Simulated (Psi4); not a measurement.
# BN2H5 (SMILES NBN): HF/3-21G

Aim: the vertical singlet–triplet gap of BN2H5 at HF/3-21G, from 2 runs. 

The results are computed with Psi4 1.11.

1 further run of the same task is left out (it didn't finish).

### 1 Starting point

The species is BN2H5 (8 atoms), meant as a singlet with charge 0. SMILES: `NBN`. Geometry: relaxed at PBE0-D4/def2-TZVP.

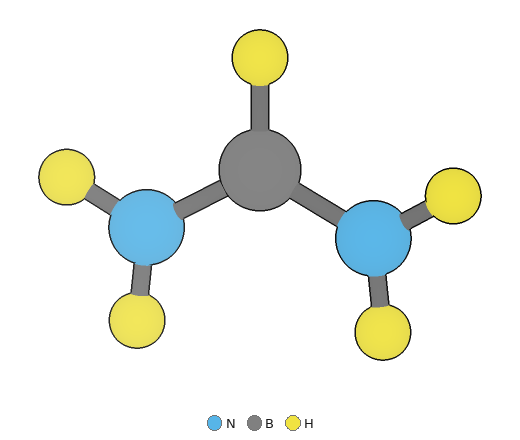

The structure, seen from a chosen angle (nitrogen blue, boron grey, hydrogen yellow).

### 2 The energy at HF/3-21G

File input.dat:

```
memory 1600 MB

molecule {
  N     -0.971000     0.516500    -0.581100
  B      0.194200     0.386600     0.200500
  N      0.848200    -0.845200     0.401400
  H     -1.426800    -0.244500    -1.053400
  H     -1.423900     1.400900    -0.713700
  H      0.649700     1.368600     0.718000
  H      1.676700    -0.919800     0.960900
  H      0.545000    -1.720300     0.011600
  symmetry c1
  no_reorient
  no_com
}

set puream true
set e_convergence 1e-09
set d_convergence 1e-08
set scf_type pk

result, w = energy('scf/3-21G', return_wfn=True)
```

On the command line:

```bash
$ psi4 -n 1 input.dat output.dat
```

output.dat:

```text
[...]
  Running in c1 symmetry.
[...]
  Nuclear repulsion =   68.852594815844668
[...]
  Multiplicity = 1
[...]
  Nalpha       = 12
  Nbeta        = 12
[...]
    Number of basis functions: 37
[...]
   @RHF iter   1:  -135.73724736078924   -7.73214e-01   1.18238e-02 DIIS/ADIIS
[...]
   @RHF iter  10:  -135.82878759795130   -4.54747e-13   7.85551e-09 DIIS
[...]
    Orbital Energies [Eh]
    ---------------------
    Doubly Occupied:
       1A    -15.440774     2A    -15.440631     3A     -7.536045
       4A     -1.142993     5A     -1.103207     6A     -0.699734
       7A     -0.670148     8A     -0.638869     9A     -0.569228
      10A     -0.466599    11A     -0.449258    12A     -0.363434
[...]
  @RHF Final Energy:  -135.82878759795130
   => Energetics <=
    Nuclear Repulsion Energy =             68.8525948158446681
    One-Electron Energy =                -320.3209249787545900
    Two-Electron Energy =                 115.6395425649586315
    Total Energy =                       -135.8287875979513046
[...]
 Multipole Moments:
 ------------------------------------------------------------------------------------
     Multipole            Electronic (a.u.)      Nuclear  (a.u.)        Total (a.u.)
 ------------------------------------------------------------------------------------
 L = 1.  Multiply by 2.5417464519 to convert [e a0] to [Debye]
 Dipole X            :         -0.4710613            0.2496328           -0.2214285
 Dipole Y            :          0.4354749           -0.9127377           -0.4772628
 Dipole Z            :          0.3760743           -0.6273891           -0.2513148
 Magnitude           :                                                    0.5830691
[...]
```

Run time: 1.8 s. Hardware: 1 thread of AMD EPYC 7B13 (Zen 3), shared host; peak memory 0.18 GiB.

### 3 The triplet: energy and gradient at UHF/3-21G

File calc.in:

```
memory 1.6 GB

molecule mol {
  0 3
  N     -0.971000     0.516500    -0.581100
  B      0.194200     0.386600     0.200500
  N      0.848200    -0.845200     0.401400
  H     -1.426800    -0.244500    -1.053400
  H     -1.423900     1.400900    -0.713700
  H      0.649700     1.368600     0.718000
  H      1.676700    -0.919800     0.960900
  H      0.545000    -1.720300     0.011600
  symmetry c1
  no_reorient
  no_com
}

set {
  basis 3-21G
  reference uhf
  puream true
  e_convergence 1e-09
  d_convergence 1e-08
  scf_type pk
  maxiter 100
}

e_tot, wfn = gradient('scf', return_wfn=True)
oeprop(wfn, 'MAYER_INDICES', 'MULLIKEN_CHARGES', 'QUADRUPOLE')
```

On the command line:

```bash
$ psi4 calc.in calc.out -n 1
```

calc.out, cut to the lines that bear on the results:

```text
[...]
  Running in c1 symmetry.
[...]
  Nuclear repulsion =   68.852594815844668
[...]
  Multiplicity = 3
[...]
  Nalpha       = 13
  Nbeta        = 11
[...]
    Number of basis functions: 37
[...]
   @UHF iter   1:  -135.47781549156429   -5.13782e-01   9.80418e-03 ADIIS/DIIS
[...]
   @UHF iter  17:  -135.56419334758368    4.54747e-13   5.42981e-09 DIIS
[...]
   @S^2 Observed:                2.020574803E+00
[...]
  @UHF Final Energy:  -135.56419334758368
   => Energetics <=
    Nuclear Repulsion Energy =             68.8525948158446681
    One-Electron Energy =                -319.5041679201981424
    Two-Electron Energy =                 115.0873797567697920
    Total Energy =                       -135.5641933475836822
  UHF NO Occupations:
  HONO-2 :   11  A 1.9967235
  HONO-1 :   12  A 1.0000000
[...]
  -Total Gradient:
     Atom            X                  Y                   Z
    ------   -----------------  -----------------  -----------------
       1        0.078614206120     0.013651132609     0.057330021914
       2       -0.050270632524    -0.108472886128    -0.057121263907
       3       -0.028808646138     0.093894762588    -0.000720493628
       4        0.001922029455     0.000429069806     0.001422448540
       5       -0.002335873924    -0.001673490411    -0.001964599332
       6        0.001443110959     0.003122149897     0.001639977205
       7        0.000035302088    -0.003403330146    -0.000673848575
       8       -0.000599496038     0.002452591783     0.000087757784
[...]
 Multipole Moments:
 ------------------------------------------------------------------------------------
     Multipole            Electronic (a.u.)      Nuclear  (a.u.)        Total (a.u.)
[...]
  Mulliken Charges: (a.u.)
   Center  Symbol    Alpha    Beta     Spin     Total
       1     N     4.21635  3.45418  0.76217 -0.67052
       2     B     2.91343  2.05719  0.85625  0.02938
       3     N     4.21643  3.45398  0.76245 -0.67041
       4     H     0.31109  0.36940 -0.05831  0.31950
       5     H     0.29034  0.35121 -0.06087  0.35845
       6     H     0.45098  0.59345 -0.14247 -0.04444
       7     H     0.29031  0.35121 -0.06090  0.35848
       8     H     0.31106  0.36937 -0.05831  0.31957
   Total alpha = 13.00000, Total beta = 11.00000, Total charge =  0.00000
[...]
```

Run time: 2 s. Hardware: 1 thread of AMD EPYC 7B13 (Zen 3), shared host; peak memory 0.18 GiB.

### 4 What came out

At HF/3-21G:

```
                                        quantity          value
                           singlet: total energy  -135.82879 Eh
                          singlet: dipole moment         1.48 D
                            singlet: HOMO energy       -9.89 eV
                            singlet: LUMO energy        6.91 eV
                          singlet: HOMO–LUMO gap       16.80 eV
                           triplet: total energy  -135.56419 Eh
                          triplet: dipole moment         4.19 D
     triplet: HOMO energy (highest over α and β)       -1.84 eV
      triplet: LUMO energy (lowest over α and β)        0.48 eV
                                   triplet: ⟨S²⟩          2.021
               triplet: largest force on an atom     6.813 eV/Å
vertical energy of the triplet above the singlet       7.200 eV
```

In words: At this shape the triplet lies 7.20 eV (166 kcal/mol) above the singlet. Mulliken charges (triplet) run from -0.67 on N1 to +0.36 on H7; they depend strongly on the basis.
